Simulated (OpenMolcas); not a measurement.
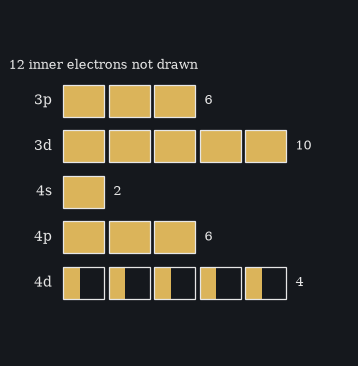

The outer shells of the leading configuration of the lowest level: a box for each of the 2l + 1 orbitals, shaded by the share of the shell that is filled, with the electron count at the right.

## Multiconfigurational calculation for Mo²⁺ (part 1 of 2)

Mo²⁺. Computed at this level: state-averaged CASSCF, active space 4 electrons in the shells 4d 5s, basis ANO-R3, X2C scalar Hamiltonian, spin-orbit coupling by RASSI with atomic mean-field integrals (OpenMolcas).

Key numbers:

- outcome: converged
- lowest level: 4d⁴ ⁵D₀
- first excited level: 4d⁴ ⁵D₁, 230 cm⁻¹ (measured: 242)
- energy of the lowest spin-free term: −4045.44193 hartree
- energy of the lowest spin-orbit level: −4045.44775 hartree
- largest spread among components of a term: 0.0 cm⁻¹
- hardware: 1 CPU thread, shared host
- wall time: 62 s

Remarks:

Against measured levels the run misses widely: 4d4 3P J = 0 comes out at 14,995 cm⁻¹ where 11,149 cm⁻¹ is measured. Without dynamic correlation the gaps between configurations can be off by an electronvolt or more. To bear in mind: single d shell misplaces d against s configurations; only configurations of the active space are included; levels of higher terms that fall inside the range are not drawn.

Input file:
```
&GATEWAY
Coord
1

Mo 0.0 0.0 0.0
Basis=ANO-R3
Group=XYZ
NoMove
AngMom=0.0 0.0 0.0
AMFI
&SEWARD
&RASSCF
FileOrb=start.orb
Symmetry=1
Spin=5
nActEl=4 0 0
Inactive=9 9
Ras2=6 0
CIRoot=15 15 1
SDav=15
CIMx=300
Iter=120 100
PrWF=0.3
OrbListing=Nothing
MaxOrb=0
Atom
>>> COPY $Project.JobIph JOB001
&RASSCF
FileOrb=start.orb
Symmetry=1
Spin=3
nActEl=4 0 0
Inactive=9 9
Ras2=6 0
CIRoot=105 105 1
SDav=105
CIMx=300
Iter=120 100
PrWF=0.3
OrbListing=Nothing
MaxOrb=0
Atom
CIOnly
>>> COPY $Project.JobIph JOB002
&RASSCF
FileOrb=start.orb
Symmetry=1
Spin=1
nActEl=4 0 0
Inactive=9 9
Ras2=6 0
CIRoot=105 105 1
SDav=105
CIMx=300
Iter=120 100
PrWF=0.3
OrbListing=Nothing
MaxOrb=0
Atom
CIOnly
>>> COPY $Project.JobIph JOB003
&RASSI
NrOfJobIphs=3 15 95 90
1 2 3 4 5 6 7 8 9 10 11 12 13 14 15
1 2 3 4 5 6 7 8 9 10 11 12 13 14 15 16 17 18 19 20 21 22 23 24 25 26 27
28 29 30 31 32 33 34 35 36 37 38 39 40 41 42 43 44 45 46 47 48 49 50 51
52 53 54 55 56 57 58 59 60 61 62 63 64 65 66 67 68 69 70 71 72 73 74 75
76 77 78 79 80 81 82 83 84 85 86 87 88 89 90 91 92 93 94 95
1 2 3 4 5 6 7 8 9 10 11 12 13 14 15 16 17 18 19 20 21 22 23 24 25 26 27
28 29 30 31 32 33 34 35 36 37 38 39 40 41 42 43 44 45 46 47 48 49 50 51
52 53 54 55 56 57 58 59 60 61 62 63 64 65 66 67 68 69 70 71 72 73 74 75
76 77 78 79 80 81 82 83 84 85 86 87 88 89 90
IphNames
JOB001
JOB002
JOB003
EJob
SpinOrbit
DIPRint=1.0
SOCoupling=1000.0
Subsets=2
Property=9
'ANGMOM' 1 'ANGMOM' 2 'ANGMOM' 3 'MLTPL  1' 1 'MLTPL  1' 2 'MLTPL  1' 3
'AMFI' 1 'AMFI' 2 'AMFI' 3
SOProperty=3
'ANGMOM' 1 'ANGMOM' 2 'ANGMOM' 3
```

The file start.orb holds starting orbitals from an earlier step. A driver script formed the levels outside the program, from RASSI's spin-orbit matrix and the active-space energies, averaged over the components of each term or state.

Output (extracts):
```
--- SEWARD ---
Basis set label: MO.ANO-R...8S6P5D3F2G1H.

      Electronic valence basis set:
      ------------------
      Associated Effective Charge  42.000000 au
      Associated Actual Charge     42.000000 au
      Nuclear Model: Finite nucleus - Gaussian distribution
        Gaussian exponent, Xi/bohr**(-2):  2.14585E+08

      Shell  nPrim  nBasis  Cartesian Spherical Contaminant
         s      23       8        X
         p      16       6        X
         d      12       5                 X
         f       6       3                 X
         g       5       2                 X
         h       3       1                 X
                  Relativistic X2C integrals
                  Atomic mean-field integrals
--- RASSCF ---
Wave function specifications:
      -----------------------------

      Number of closed shell electrons          36
      Number of electrons in active shells       4
      Max number of holes in RAS1 space          0
      Max nr of electrons in RAS3 space          0
      Number of inactive orbitals               18
      Number of active orbitals                  6
      Number of secondary orbitals              77
      Spin quantum number                      2.0
      State symmetry                             1
Orbital specifications:
      -----------------------

      Symmetry species                           1   2
                                                ag  au
      Frozen orbitals                            0   0
      Inactive orbitals                          9   9
      Active orbitals                            6   0
      RAS1 orbitals                              0   0
      RAS2 orbitals                              6   0
      RAS3 orbitals                              0   0
      Secondary orbitals                        36  41
      Deleted orbitals                           0   0
      Number of basis functions                 51  50
      Number of CSFs                            15
      Number of root(s) required                15
      Iter CI   SX   CI       RASSCF       Energy    max ROT     max BLB   max BLB  Level Ln srch  Step   QN
          iter iter root      energy       change     param      element    value   shift minimum  type update
 Nr of preliminary CI iterations:   1
      Total energies have been shifted. Add                -4000.00 au
        1   1    3    0   -45.33664215    0.00E+00  -4.52E-07   12  26 1  2.16E-07   0.07   0.00    SX    NO
        2   1    2    0   -45.33664215   -5.91E-12  -9.70E-08    6  16 2 -8.51E-08   0.07   0.00    SX    NO
        3   1    2    0   -45.33664215    0.00E+00  -1.69E-08    6  16 2  6.79E-08   0.07   0.00    SX    NO
        4   1    1    0   -45.33664215   -4.09E-12   0.00E+00   12  31 1 -1.00E-08   0.07   0.00    SX    NO
      Convergence after  4 iterations
        5   1    1    0   -45.33664215    0.00E+00   0.00E+00   12  31 1 -1.00E-08   0.07   0.00    SX    NO
      Natural orbitals and occupation numbers for root  1
      sym 1:   1.000000   1.000000   1.000000   1.000000   0.000000   0.000000
      Natural orbitals and occupation numbers for root  2
      sym 1:   1.000000   1.000000   1.000000  -0.000000   1.000000   0.000000
      Natural orbitals and occupation numbers for root  3
      sym 1:   1.000000   0.000000   1.000000   1.000000   1.000000   0.000000
::    RASSCF root number  1 Total energy:  -4045.44193364
::    RASSCF root number  2 Total energy:  -4045.44193364
::    RASSCF root number  3 Total energy:  -4045.44193364
::    RASSCF root number  4 Total energy:  -4045.44193364
::    RASSCF root number  5 Total energy:  -4045.44193364
::    RASSCF root number  6 Total energy:  -4045.30011106
::    RASSCF root number  7 Total energy:  -4045.30011106
::    RASSCF root number  8 Total energy:  -4045.30011106
::    RASSCF root number  9 Total energy:  -4045.30011106
::    RASSCF root number 10 Total energy:  -4045.30011106
::    RASSCF root number 11 Total energy:  -4045.30011106
::    RASSCF root number 12 Total energy:  -4045.30011106
::    RASSCF root number 13 Total energy:  -4045.24639557
::    RASSCF root number 14 Total energy:  -4045.24639557
::    RASSCF root number 15 Total energy:  -4045.24639557
--- RASSCF ---
Wave function specifications:
      -----------------------------

      Number of closed shell electrons          36
      Number of electrons in active shells       4
      Max number of holes in RAS1 space          0
      Max nr of electrons in RAS3 space          0
      Number of inactive orbitals               18
      Number of active orbitals                  6
      Number of secondary orbitals              77
      Spin quantum number                      1.0
      State symmetry                             1
Orbital specifications:
      -----------------------

      Symmetry species                           1   2
                                                ag  au
      Frozen orbitals                            0   0
      Inactive orbitals                          9   9
      Active orbitals                            6   0
      RAS1 orbitals                              0   0
      RAS2 orbitals                              6   0
      RAS3 orbitals                              0   0
      Secondary orbitals                        36  41
      Deleted orbitals                           0   0
      Number of basis functions                 51  50
      Number of CSFs                           105
      Number of root(s) required               105
      Iter CI   SX   CI       RASSCF       Energy    max ROT     max BLB   max BLB  Level Ln srch  Step   QN
          iter iter root      energy       change     param      element    value   shift minimum  type update
 Nr of preliminary CI iterations:   1
        1   1    0    0 -4045.23389002    0.00E+00   0.00E+00    9  15 1 -1.47E-02*  0.00   0.00    SX    NO
      Natural orbitals and occupation numbers for root  1
      sym 1:   1.053540   0.649083   0.818390   0.469685   1.006326   0.002976
      Natural orbitals and occupation numbers for root  2
      sym 1:   0.969751   0.486332   0.641891   0.803917   1.095008   0.003100
      Natural orbitals and occupation numbers for root  3
      sym 1:   1.063679   0.458216   0.995323   0.827923   0.652227   0.002632
::    RASSCF root number  1 Total energy:  -4045.37093174
::    RASSCF root number  2 Total energy:  -4045.37093174
::    RASSCF root number  3 Total energy:  -4045.37093174
::    RASSCF root number  4 Total energy:  -4045.37093174
::    RASSCF root number  5 Total energy:  -4045.37093174
::    RASSCF root number  6 Total energy:  -4045.37093174
::    RASSCF root number  7 Total energy:  -4045.37093174
::    RASSCF root number  8 Total energy:  -4045.37093174
::    RASSCF root number  9 Total energy:  -4045.37093174
::    RASSCF root number 10 Total energy:  -4045.37093174
::    RASSCF root number 11 Total energy:  -4045.37093174
::    RASSCF root number 12 Total energy:  -4045.36944157
::    RASSCF root number 13 Total energy:  -4045.36944157
::    RASSCF root number 14 Total energy:  -4045.36944157
::    RASSCF root number 15 Total energy:  -4045.36415816
::    RASSCF root number 16 Total energy:  -4045.36415816
::    RASSCF root number 17 Total energy:  -4045.36415816
::    RASSCF root number 18 Total energy:  -4045.36415816
::    RASSCF root number 19 Total energy:  -4045.36415816
::    RASSCF root number 20 Total energy:  -4045.36415816
::    RASSCF root number 21 Total energy:  -4045.36415816
::    RASSCF root number 22 Total energy:  -4045.35418571
::    RASSCF root number 23 Total energy:  -4045.35418571
::    RASSCF root number 24 Total energy:  -4045.35418571
::    RASSCF root number 25 Total energy:  -4045.35418571
::    RASSCF root number 26 Total energy:  -4045.35418571
::    RASSCF root number 27 Total energy:  -4045.35418571
::    RASSCF root number 28 Total energy:  -4045.35418571
::    RASSCF root number 29 Total energy:  -4045.35418571
::    RASSCF root number 30 Total energy:  -4045.35418571
--- RASSCF ---
Wave function specifications:
      -----------------------------

      Number of closed shell electrons          36
      Number of electrons in active shells       4
      Max number of holes in RAS1 space          0
      Max nr of electrons in RAS3 space          0
      Number of inactive orbitals               18
      Number of active orbitals                  6
      Number of secondary orbitals              77
      Spin quantum number                      0.0
      State symmetry                             1
Orbital specifications:
      -----------------------

      Symmetry species                           1   2
                                                ag  au
      Frozen orbitals                            0   0
      Inactive orbitals                          9   9
      Active orbitals                            6   0
      RAS1 orbitals                              0   0
      RAS2 orbitals                              6   0
      RAS3 orbitals                              0   0
      Secondary orbitals                        36  41
      Deleted orbitals                           0   0
      Number of basis functions                 51  50
      Number of CSFs                           105
      Number of root(s) required               105
      Iter CI   SX   CI       RASSCF       Energy    max ROT     max BLB   max BLB  Level Ln srch  Step   QN
          iter iter root      energy       change     param      element    value   shift minimum  type update
 Nr of preliminary CI iterations:   1
        1   1    0    0 -4045.18251396    0.00E+00   0.00E+00    9  15 1 -2.20E-02*  0.00   0.00    SX    NO
      Natural orbitals and occupation numbers for root  1
      sym 1:   0.326210   0.930518   0.914896   1.177105   0.651272   0.000000
      Natural orbitals and occupation numbers for root  2
      sym 1:   0.958219   0.351889   0.524719   0.977571   1.187602   0.000000
      Natural orbitals and occupation numbers for root  3
      sym 1:   0.775240   0.666956   1.115636   0.935938   0.506230   0.000000
::    RASSCF root number  1 Total energy:  -4045.33449910
::    RASSCF root number  2 Total energy:  -4045.33449910
::    RASSCF root number  3 Total energy:  -4045.33449910
::    RASSCF root number  4 Total energy:  -4045.33449910
::    RASSCF root number  5 Total energy:  -4045.33449910
::    RASSCF root number  6 Total energy:  -4045.33449910
::    RASSCF root number  7 Total energy:  -4045.33449910
::    RASSCF root number  8 Total energy:  -4045.33449910
::    RASSCF root number  9 Total energy:  -4045.33449910
::    RASSCF root number 10 Total energy:  -4045.33449910
::    RASSCF root number 11 Total energy:  -4045.33449910
::    RASSCF root number 12 Total energy:  -4045.33449910
::    RASSCF root number 13 Total energy:  -4045.33449910
::    RASSCF root number 14 Total energy:  -4045.32921784
::    RASSCF root number 15 Total energy:  -4045.32921784
::    RASSCF root number 16 Total energy:  -4045.32921784
::    RASSCF root number 17 Total energy:  -4045.32921784
::    RASSCF root number 18 Total energy:  -4045.32921784
::    RASSCF root number 19 Total energy:  -4045.32921784
::    RASSCF root number 20 Total energy:  -4045.32921784
::    RASSCF root number 21 Total energy:  -4045.32921784
::    RASSCF root number 22 Total energy:  -4045.32921784
::    RASSCF root number 23 Total energy:  -4045.31446469
::    RASSCF root number 24 Total energy:  -4045.31446469
::    RASSCF root number 25 Total energy:  -4045.31446469
::    RASSCF root number 26 Total energy:  -4045.31446469
::    RASSCF root number 27 Total energy:  -4045.31446469
::    RASSCF root number 28 Total energy:  -4045.31021257
::    RASSCF root number 29 Total energy:  -4045.28773534
::    RASSCF root number 30 Total energy:  -4045.28773534
```

(Continued in part 2.)
